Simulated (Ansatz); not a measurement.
# Si: a point defect seen from the nuclei (Y on a Si site), part 3 of 3

Aim: the field gradients at and around a point defect: Y on a Si site in Si, cell charge -1. The cell is a supercell built from a COD entry (the entry's cell lengths or inner coordinates differ somewhat from later room-temperature determinations). Planned: a single point, then a relaxation, then a check of xc.

Ansatz 0.2.0; DFT, PBE, plane-wave PAW, default files, scalar-relativistic, as far as a step names no other. Earlier steps stand in the parts before.

### 4 Settings changed: hamiltonian.xc = pbesol

The COD entry's cell or inner coordinates are ideal or old and differ from later refinements, so a difference from it is no clean test against experiment.

Contents of input.yaml:

```yaml
crystal:
  lattice:
    - [0.0, 8.14068, 8.14068]
    - [8.14068, 0.0, 8.14068]
    - [8.14068, 8.14068, 0.0]
  atoms:
    - { symbol: "Y", position: [0.25, 0.25, 0.25] }
    - { symbol: Si, position: [0.25, 0.25, 0.5833333333] }
    - { symbol: Si, position: [0.25, 0.25, 0.9166666667] }
    - { symbol: Si, position: [0.25, 0.5833333333, 0.25] }
    - { symbol: Si, position: [0.25, 0.5833333333, 0.5833333333] }
    - { symbol: Si, position: [0.25, 0.5833333333, 0.9166666667] }
    - { symbol: Si, position: [0.25, 0.9166666667, 0.25] }
    - { symbol: Si, position: [0.25, 0.9166666667, 0.5833333333] }
    - { symbol: Si, position: [0.25, 0.9166666667, 0.9166666667] }
    - { symbol: Si, position: [0.5833333333, 0.25, 0.25] }
    - { symbol: Si, position: [0.5833333333, 0.25, 0.5833333333] }
    - { symbol: Si, position: [0.5833333333, 0.25, 0.9166666667] }
    - { symbol: Si, position: [0.5833333333, 0.5833333333, 0.25] }
    - { symbol: Si, position: [0.5833333333, 0.5833333333, 0.5833333333] }
    - { symbol: Si, position: [0.5833333333, 0.5833333333, 0.9166666667] }
    - { symbol: Si, position: [0.5833333333, 0.9166666667, 0.25] }
    - { symbol: Si, position: [0.5833333333, 0.9166666667, 0.5833333333] }
    - { symbol: Si, position: [0.5833333333, 0.9166666667, 0.9166666667] }
    - { symbol: Si, position: [0.9166666667, 0.25, 0.25] }
    - { symbol: Si, position: [0.9166666667, 0.25, 0.5833333333] }
    - { symbol: Si, position: [0.9166666667, 0.25, 0.9166666667] }
    - { symbol: Si, position: [0.9166666667, 0.5833333333, 0.25] }
    - { symbol: Si, position: [0.9166666667, 0.5833333333, 0.5833333333] }
    - { symbol: Si, position: [0.9166666667, 0.5833333333, 0.9166666667] }
    - { symbol: Si, position: [0.9166666667, 0.9166666667, 0.25] }
    - { symbol: Si, position: [0.9166666667, 0.9166666667, 0.5833333333] }
    - { symbol: Si, position: [0.9166666667, 0.9166666667, 0.9166666667] }
    - { symbol: Si, position: [0.1666666667, 0.1666666667, 0.1666666667] }
    - { symbol: Si, position: [0.1666666667, 0.1666666667, 0.5] }
    - { symbol: Si, position: [0.1666666667, 0.1666666667, 0.8333333333] }
    - { symbol: Si, position: [0.1666666667, 0.5, 0.1666666667] }
    - { symbol: Si, position: [0.1666666667, 0.5, 0.5] }
    - { symbol: Si, position: [0.1666666667, 0.5, 0.8333333333] }
    - { symbol: Si, position: [0.1666666667, 0.8333333333, 0.1666666667] }
    - { symbol: Si, position: [0.1666666667, 0.8333333333, 0.5] }
    - { symbol: Si, position: [0.1666666667, 0.8333333333, 0.8333333333] }
    - { symbol: Si, position: [0.5, 0.1666666667, 0.1666666667] }
    - { symbol: Si, position: [0.5, 0.1666666667, 0.5] }
    - { symbol: Si, position: [0.5, 0.1666666667, 0.8333333333] }
    - { symbol: Si, position: [0.5, 0.5, 0.1666666667] }
    - { symbol: Si, position: [0.5, 0.5, 0.5] }
    - { symbol: Si, position: [0.5, 0.5, 0.8333333333] }
    - { symbol: Si, position: [0.5, 0.8333333333, 0.1666666667] }
    - { symbol: Si, position: [0.5, 0.8333333333, 0.5] }
    - { symbol: Si, position: [0.5, 0.8333333333, 0.8333333333] }
    - { symbol: Si, position: [0.8333333333, 0.1666666667, 0.1666666667] }
    - { symbol: Si, position: [0.8333333333, 0.1666666667, 0.5] }
    - { symbol: Si, position: [0.8333333333, 0.1666666667, 0.8333333333] }
    - { symbol: Si, position: [0.8333333333, 0.5, 0.1666666667] }
    - { symbol: Si, position: [0.8333333333, 0.5, 0.5] }
    - { symbol: Si, position: [0.8333333333, 0.5, 0.8333333333] }
    - { symbol: Si, position: [0.8333333333, 0.8333333333, 0.1666666667] }
    - { symbol: Si, position: [0.8333333333, 0.8333333333, 0.5] }
    - { symbol: Si, position: [0.8333333333, 0.8333333333, 0.8333333333] }
total_charge: -1
kpoints:
  mp_grid: { grid: [2, 2, 2] }
scf:
  occupations: { method: fermi_dirac, width: 0.01 }
hamiltonian:
  xc: pbesol
  pseudopotentials: { kind: paw }
output:
  forces: true
  stress: true
  populations: true
  efg: { contact_densities: true }
  write_density: true
  write_potential: true
  elf: true
  volumetric_format: npy
```

Launch:

```sh
$ ansatz run input.yaml --threads 1 --pin off --max-ram 3072MiB --backend cpu --events-out ev --progress --plain --runs-dir out
```

What it wrote:

```text
Warning: RAYON_NUM_THREADS=1 ignored (pool sized by the plan → 1); use --threads N
Y: output.efg is read without spin–orbit coupling, which moves field gradients at and beside such atoms by some per cent and up to a factor of two; PAW files take it under magnetization.noncollinear and magnetization.spin_orbit
Engine: ansatz 0.2.0, aarch64-unknown-linux-gnu
Pseudopotentials: kind: paw
Pseudopotential: Y, paw, valence charge 11, recommended cutoff 420 eV (normal), Y.paw.azcp
Pseudopotential: Si, paw, valence charge 4, recommended cutoff 420 eV (normal), Si.paw.azcp
Functional definition: PBEsol
  exchange = pbesol_x
  correlation = pbesol_c
Crystal: 54 atoms, lattice volume = 1078.977 Å³
Basis set: ecut = 420 eV, 21187 PW (Γ), exchange–correlation on 160×160×160 points (8 copies of the dense FFT grid, shifted against one another)
Bands: 166, of which v1, the nominal top of the filled ones, is band 112 counted from 1 (111 counted from 0)
Symmetry: 24 space group operations
Space group: F-43m (ITA 216), of the structure as read, at distance tolerance 1.0e-4 Å
k-points: 3 of 8
Non-local potential: Y, projectors of the file, l = 0: 3, l = 1: 2, l = 2: 2, l = 3: 1
Non-local potential: Si, projectors of the file, l = 0: 2, l = 1: 2, l = 2: 2
PAW form: soft (Blöchl's): semilocal exchange-correlation on the pseudo side does not see the compensation charge
PAW frozen core: Y, regenerated for the run's functional, and the local potential with it (the file was generated under x = pbe(κ = 0.804, μ = 0.2195149727645171), c = pbe(β = 0.06672455060314922))
PAW frozen core: Si, regenerated for the run's functional, and the local potential with it (the file was generated under x = pbe(κ = 0.804, μ = 0.2195149727645171), c = pbe(β = 0.06672455060314922))
PAW one-centre angular grid: Y, 590 points (default); XC on 64 Gauss nodes
PAW one-centre angular grid: Si, 110 points (default); XC on 64 Gauss nodes
Initial density: superposition of atomic densities (neutral atoms scaled as one to the charged cell's electrons: chi_scale 0, normalization atom), corrected by the library's trained network
Initial wavefunctions: pseudopotential atomic-orbital guess
Functional: x = pbesol(κ = 0.804, μ = 0.12345679012345678), c = pbesol(β = 0.046)
SCF iter   1: F=—  HF=-36721.536564 eV  |F-HF|=—  |Δ(HF+E_count)|=         —  Δρ=3.84e-3  dr2=4.68e-1  ethr=1.77e-3  ⟨swp⟩=6.7  Hψ=2338  notcnv=0  defer=71
preconditioner: auto → Resta (q_TF=auto, 2.099 Å⁻¹)  ε∞=5.6  [insulator: Δε(μ)=0.240 eV  Ē_g=7.705 eV  σ=0.010 eV  W_gap=1.00  n_scr=168 (ndim 8)  ℏωp=16.6 eV  f_vac=0.000  D(μ)=0.00/eV (n_scr^D=0)  ε∞_Penn≈5.6]
SCF iter   2: F=—  HF=-36721.461140 eV  |F-HF|=—  |Δ(HF+E_count)|=   7.54e-2  Δρ=1.77e-3  dr2=4.96e-2  ethr=2.09e-4  ⟨swp⟩=3.0  Hψ=644  notcnv=0  defer=135
SCF iter   3: F=—  HF=-36721.453390 eV  |F-HF|=—  |Δ(HF+E_count)|=   7.75e-3  Δρ=7.57e-4  dr2=9.96e-3  ethr=2.21e-5  ⟨swp⟩=3.0  Hψ=634  notcnv=0  defer=142
SCF iter   4: F=—  HF=-36721.452644 eV  |F-HF|=—  |Δ(HF+E_count)|=   7.46e-4  Δρ=1.37e-4  dr2=3.16e-4  ethr=4.45e-6  ⟨swp⟩=3.0  Hψ=712  notcnv=0  defer=142
SCF iter   5: F=—  HF=-36721.452829 eV  |F-HF|=—  |Δ(HF+E_count)|=   1.85e-4  Δρ=4.43e-5  dr2=2.66e-5  ethr=1.41e-7  ⟨swp⟩=2.0  Hψ=556  notcnv=0  defer=142
SCF iter   6: F=—  HF=-36721.453166 eV  |F-HF|=—  |Δ(HF+E_count)|=   3.37e-4  Δρ=6.67e-6  dr2=6.28e-7  ethr=1.19e-8  ⟨swp⟩=2.0  Hψ=630  notcnv=0  defer=142
SCF iter   7: F=-36721.453166 eV  HF=-36721.453166 eV  |F-HF|=2.59e-9  |Δ(HF+E_count)|=   3.30e-7  Δρ=1.42e-6  dr2=3.47e-8  ethr=4.46e-11  ⟨swp⟩=20.0  Hψ=4404  notcnv=0
SCF 1 converged in 7 iterations: F = -36721.453166 eV  dr2 = 3.47e-8
SCF converged after 7 iterations
Free energy (F): -36721.453166 eV
Harris-Foulkes:  -36721.453166 eV  (|F-HF|=2.59e-9)
Internal energy: -36721.453166 eV  (E = F + TS)
E sigma→0 (E₀):  -36721.453166 eV
Entropy (-TS):   -0.000000 eV (-0.000 meV/atom)
Fermi energy:    6.639798 eV
--- Per-component energies (eV) ---
[... 16 lines left out ...]
--- Forces (eV/Å), atoms counted from 1 ---
  atom   1  Y     -0.00000000     0.00000000     0.00000000
  atom   2  Si     0.00014160     0.00014160    -0.18862720
  atom   3  Si    -0.00014160    -0.00014160    -0.18862720
  atom   4  Si     0.00014160    -0.18862720     0.00014160
  atom   5  Si     0.03355025    -0.03355025    -0.03355025
  atom   6  Si     0.18862720    -0.00014160     0.00014160
[... 48 lines left out ...]
  max |Σ_I F_I| component: 1.09e-15 eV/Å
--- Stress (GPa, compression-positive) ---
        2.341595      -0.000000      -0.000000
       -0.000000       2.341595       0.000000
       -0.000000       0.000000       2.341595
  P = ⅓ Tr σ = 2.3416 GPa (23.416 kbar)
--- PAW observables at the nuclei: V_zz in 10²¹ V/m², potentials from the cell's mean, atoms counted from 1 ---
  atom   1  Y  V_zz =    -0.000000   η = 0.0000   by run symmetry: forbidden
            electrostatic potential = -5714.191249 V   contact ρ = 443172.918265 e/Å³
  atom   2  Si V_zz =    +0.500303   η = 0.6068   by run symmetry: allowed
            electrostatic potential = -1358.604424 V   contact ρ = 12761.612990 e/Å³
  atom   3  Si V_zz =    +0.500303   η = 0.6068   by run symmetry: allowed
            electrostatic potential = -1358.604424 V   contact ρ = 12761.612990 e/Å³
  atom   4  Si V_zz =    +0.500303   η = 0.6068   by run symmetry: allowed
            electrostatic potential = -1358.604424 V   contact ρ = 12761.612990 e/Å³
  atom   5  Si V_zz =    +0.113003   η = 0.0000   by run symmetry: allowed
            electrostatic potential = -1358.581361 V   contact ρ = 12761.336204 e/Å³
  atom   6  Si V_zz =    +0.500303   η = 0.6068   by run symmetry: allowed
            electrostatic potential = -1358.604424 V   contact ρ = 12761.612990 e/Å³
  atom   7  Si V_zz =    +0.500303   η = 0.6068   by run symmetry: allowed
            electrostatic potential = -1358.604424 V   contact ρ = 12761.612990 e/Å³
  atom   8  Si V_zz =    +0.500303   η = 0.6068   by run symmetry: allowed
            electrostatic potential = -1358.604424 V   contact ρ = 12761.612990 e/Å³
  atom   9  Si V_zz =    +0.128572   η = 0.0000   by run symmetry: allowed
            electrostatic potential = -1358.594339 V   contact ρ = 12761.387948 e/Å³
  atom  10  Si V_zz =    +0.500303   η = 0.6068   by run symmetry: allowed
            electrostatic potential = -1358.604424 V   contact ρ = 12761.612990 e/Å³
  atom  11  Si V_zz =    +0.113003   η = 0.0000   by run symmetry: allowed
            electrostatic potential = -1358.581361 V   contact ρ = 12761.336204 e/Å³
  atom  12  Si V_zz =    +0.500303   η = 0.6068   by run symmetry: allowed
            electrostatic potential = -1358.604424 V   contact ρ = 12761.612990 e/Å³
  atom  13  Si V_zz =    +0.113003   η = 0.0000   by run symmetry: allowed
            electrostatic potential = -1358.581361 V   contact ρ = 12761.336204 e/Å³
  atom  14  Si V_zz =    +0.113003   η = 0.0000   by run symmetry: allowed
            electrostatic potential = -1358.581361 V   contact ρ = 12761.336204 e/Å³
  atom  15  Si V_zz =    -0.085089   η = 0.7189   by run symmetry: allowed
            electrostatic potential = -1358.549264 V   contact ρ = 12761.351726 e/Å³
  atom  16  Si V_zz =    +0.500303   η = 0.6068   by run symmetry: allowed
            electrostatic potential = -1358.604424 V   contact ρ = 12761.612990 e/Å³
  atom  17  Si V_zz =    -0.085089   η = 0.7189   by run symmetry: allowed
            electrostatic potential = -1358.549264 V   contact ρ = 12761.351726 e/Å³
  atom  18  Si V_zz =    -0.085089   η = 0.7189   by run symmetry: allowed
            electrostatic potential = -1358.549264 V   contact ρ = 12761.351726 e/Å³
  atom  19  Si V_zz =    +0.500303   η = 0.6068   by run symmetry: allowed
            electrostatic potential = -1358.604424 V   contact ρ = 12761.612990 e/Å³
  atom  20  Si V_zz =    +0.500303   η = 0.6068   by run symmetry: allowed
            electrostatic potential = -1358.604424 V   contact ρ = 12761.612990 e/Å³
  atom  21  Si V_zz =    +0.128572   η = 0.0000   by run symmetry: allowed
            electrostatic potential = -1358.594339 V   contact ρ = 12761.387948 e/Å³
  atom  22  Si V_zz =    +0.500303   η = 0.6068   by run symmetry: allowed
            electrostatic potential = -1358.604424 V   contact ρ = 12761.612990 e/Å³
  atom  23  Si V_zz =    -0.085089   η = 0.7189   by run symmetry: allowed
            electrostatic potential = -1358.549264 V   contact ρ = 12761.351726 e/Å³
  atom  24  Si V_zz =    -0.085089   η = 0.7189   by run symmetry: allowed
            electrostatic potential = -1358.549264 V   contact ρ = 12761.351726 e/Å³
  atom  25  Si V_zz =    +0.128572   η = 0.0000   by run symmetry: allowed
            electrostatic potential = -1358.594339 V   contact ρ = 12761.387948 e/Å³
  atom  26  Si V_zz =    -0.085089   η = 0.7189   by run symmetry: allowed
            electrostatic potential = -1358.549264 V   contact ρ = 12761.351726 e/Å³
  atom  27  Si V_zz =    +0.128572   η = 0.0000   by run symmetry: allowed
            electrostatic potential = -1358.594339 V   contact ρ = 12761.387948 e/Å³
  atom  28  Si V_zz =    -5.035461   η = 0.0000   by run symmetry: allowed
            electrostatic potential = -1359.941817 V   contact ρ = 12764.399535 e/Å³
  atom  29  Si V_zz =    -5.035461   η = 0.0000   by run symmetry: allowed
            electrostatic potential = -1359.941817 V   contact ρ = 12764.399535 e/Å³
  atom  30  Si V_zz =    -0.483785   η = 0.6137   by run symmetry: allowed
            electrostatic potential = -1358.630398 V   contact ρ = 12761.737908 e/Å³
  atom  31  Si V_zz =    -5.035461   η = 0.0000   by run symmetry: allowed
            electrostatic potential = -1359.941817 V   contact ρ = 12764.399535 e/Å³
  atom  32  Si V_zz =    +0.125687   η = 0.2468   by run symmetry: allowed
            electrostatic potential = -1358.607247 V   contact ρ = 12761.445304 e/Å³
  atom  33  Si V_zz =    +0.125687   η = 0.2468   by run symmetry: allowed
            electrostatic potential = -1358.607247 V   contact ρ = 12761.445304 e/Å³
  atom  34  Si V_zz =    -0.483785   η = 0.6137   by run symmetry: allowed
            electrostatic potential = -1358.630398 V   contact ρ = 12761.737908 e/Å³
  atom  35  Si V_zz =    +0.125687   η = 0.2468   by run symmetry: allowed
            electrostatic potential = -1358.607247 V   contact ρ = 12761.445304 e/Å³
  atom  36  Si V_zz =    -0.483785   η = 0.6137   by run symmetry: allowed
            electrostatic potential = -1358.630398 V   contact ρ = 12761.737908 e/Å³
  atom  37  Si V_zz =    -5.035461   η = 0.0000   by run symmetry: allowed
            electrostatic potential = -1359.941817 V   contact ρ = 12764.399535 e/Å³
  atom  38  Si V_zz =    +0.125687   η = 0.2468   by run symmetry: allowed
            electrostatic potential = -1358.607247 V   contact ρ = 12761.445304 e/Å³
  atom  39  Si V_zz =    +0.125687   η = 0.2468   by run symmetry: allowed
            electrostatic potential = -1358.607247 V   contact ρ = 12761.445304 e/Å³
  atom  40  Si V_zz =    +0.125687   η = 0.2468   by run symmetry: allowed
            electrostatic potential = -1358.607247 V   contact ρ = 12761.445304 e/Å³
  atom  41  Si V_zz =    +0.000000   η = 0.0000   by run symmetry: forbidden
            electrostatic potential = -1358.548689 V   contact ρ = 12761.367731 e/Å³
  atom  42  Si V_zz =    +0.125687   η = 0.2468   by run symmetry: allowed
            electrostatic potential = -1358.607247 V   contact ρ = 12761.445304 e/Å³
  atom  43  Si V_zz =    +0.125687   η = 0.2468   by run symmetry: allowed
            electrostatic potential = -1358.607247 V   contact ρ = 12761.445304 e/Å³
  atom  44  Si V_zz =    +0.125687   η = 0.2468   by run symmetry: allowed
            electrostatic potential = -1358.607247 V   contact ρ = 12761.445304 e/Å³
  atom  45  Si V_zz =    -0.072150   η = 0.0000   by run symmetry: allowed
            electrostatic potential = -1358.553364 V   contact ρ = 12761.355508 e/Å³
  atom  46  Si V_zz =    -0.483785   η = 0.6137   by run symmetry: allowed
            electrostatic potential = -1358.630398 V   contact ρ = 12761.737908 e/Å³
  atom  47  Si V_zz =    +0.125687   η = 0.2468   by run symmetry: allowed
            electrostatic potential = -1358.607247 V   contact ρ = 12761.445304 e/Å³
  atom  48  Si V_zz =    -0.483785   η = 0.6137   by run symmetry: allowed
            electrostatic potential = -1358.630398 V   contact ρ = 12761.737908 e/Å³
  atom  49  Si V_zz =    +0.125687   η = 0.2468   by run symmetry: allowed
            electrostatic potential = -1358.607247 V   contact ρ = 12761.445304 e/Å³
  atom  50  Si V_zz =    +0.125687   η = 0.2468   by run symmetry: allowed
            electrostatic potential = -1358.607247 V   contact ρ = 12761.445304 e/Å³
  atom  51  Si V_zz =    -0.072150   η = 0.0000   by run symmetry: allowed
            electrostatic potential = -1358.553364 V   contact ρ = 12761.355508 e/Å³
  atom  52  Si V_zz =    -0.483785   η = 0.6137   by run symmetry: allowed
            electrostatic potential = -1358.630398 V   contact ρ = 12761.737908 e/Å³
  atom  53  Si V_zz =    -0.072150   η = 0.0000   by run symmetry: allowed
            electrostatic potential = -1358.553364 V   contact ρ = 12761.355508 e/Å³
  atom  54  Si V_zz =    -0.072150   η = 0.0000   by run symmetry: allowed
            electrostatic potential = -1358.553364 V   contact ρ = 12761.355508 e/Å³
--- Band table (eV) ---
[... 3 lines left out ...]
--- Löwdin populations: 54 sites ---
  site symbol       q [e]
[... 54 lines left out ...]
  spilling = 0.008877 (of n_electrons = 224.000000)
```

Wall time 71 s (1 thread of Arm Neoverse V1, shared host); peak memory 1.6 GiB.

At the end: gap on the mesh 0.32 eV, largest force 4.716 eV/Å, pressure 2.3 GPa.

Beside the values of step 2 (V_zz in 10²¹ V/m²):

```csv
site,atoms,"V_zz, PBE","V_zz, xc pbesol","η, PBE","η, xc pbesol"
Y,1,0.00,0.00,–,–
Si28,"28, 29, 31, …",-5.32,-5.04,0.00,0.00
Si2,"2, 3, 4, …",0.45,0.50,0.73,0.61
Si32,"32, 33, 35, …",0.14,0.13,0.10,0.25
Si15,"15, 17, 18, …",-0.084,-0.085,0.73,0.72
Si30,"30, 34, 36, …",-0.47,-0.48,0.53,0.61
Si5,"5, 11, 13, …",0.12,0.11,0.00,0.00
Si9,"9, 21, 25, …",0.14,0.13,0.00,0.00
Si45,"45, 51, 53, …",-0.078,-0.072,0.00,0.00
Si41,41,0.00,0.00,–,–
```

The sizes of the gradients above 0.15 moved by 5 % in the median, 11 % at the site that moves most (small gradients counted from 0.15; Si2, 0.45 to 0.50).

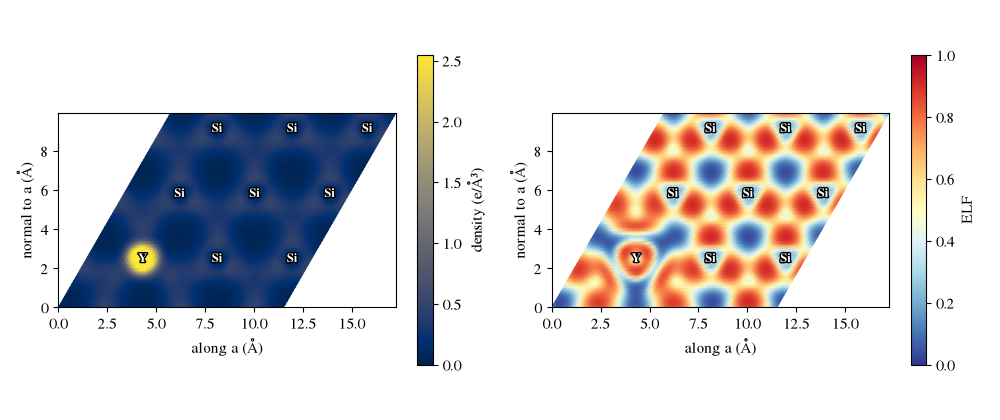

Density (left) and ELF (right) in a lattice plane of the grid's cell (edges 11.51 and 11.51 Å, at 0.250 of the third edge), which holds Y and Si. Only atoms in the plane are labelled; the density scale stops at 2.55 e/Å³. Both are smooth fields of the valence electrons: close to the nuclei they are not physical.

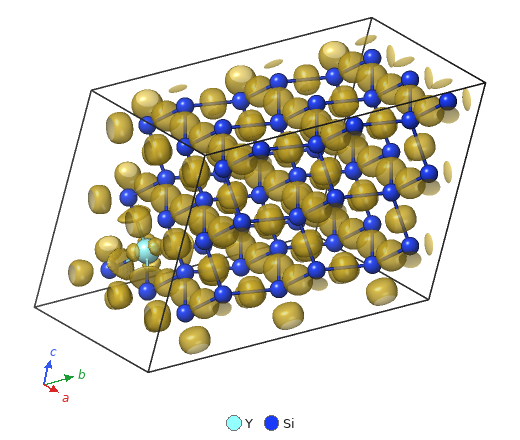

Surface of ELF = 0.84, drawn in one cell.

Outside the cores ELF peaks at 0.96 on the Si–Si line, 1.1 Å from Si; 0.90 on the Si–Y line, 0.8 Å from Si.

### 5 Summary of results

The summary covers parts 1 to 3.

| quantity | value |
| --- | --- |
| state (step 3) | gap on the mesh 0.21 eV, largest force 0.026 eV/Å, pressure 3.6 GPa |
| V_zz by site, step 3 (10²¹ V/m²) | Y 0.00, Si28 -4.65, Si2 0.42, Si32 0.15, Si15 0.023, Si30 0.66, Si5 0.084, Si9 0.11, … |
| step 3 (ions relaxed) against step 2 | 13 % in the median, over a factor of two at the site that moves most (small gradients counted from 0.15; Si45, -0.078 to -0.25), with a change of sign at Si30 |
| step 4 (hamiltonian.xc = pbesol) against step 2, before relaxation | 5 % in the median, 11 % at the site that moves most (small gradients counted from 0.15; Si2, 0.45 to 0.50) |

**Reading.** The largest gradient sits at Si28 (3 Si at 2.29 Å, 1 Y at 2.68 Å). The runs allow no spin. The relaxation kept the symmetry F-43m, so a distorted place of lower energy may have been missed. Moves of at most 0.33 Å on relaxation changed gradients by over a factor of two in size at the worst site (13 % in the median) (gradients over 0.15 counted), so at some sites the starting positions were a poor guide. The defect repeats with the cell of 54 atoms, so it feels its images: sites between two images don't show the values beside a lone defect, and zeros or small values of η there can come from the images' arrangement. The relaxation keeps the site symmetry -43m of the start, so the impurity can't leave its site; a start off the site could end lower. A uniform background compensates the cell's charge. With a gap of 0.2 eV on this mesh, small gradients can still move by 0.1 × 10²¹ V/m² or more as the k-mesh gets denser. The program warns that gradients near heavy atoms lack spin–orbit coupling.

These are semilocal Kohn-Sham gaps, which aren't the measured quantity. Such gaps usually fall short of the measured ones.
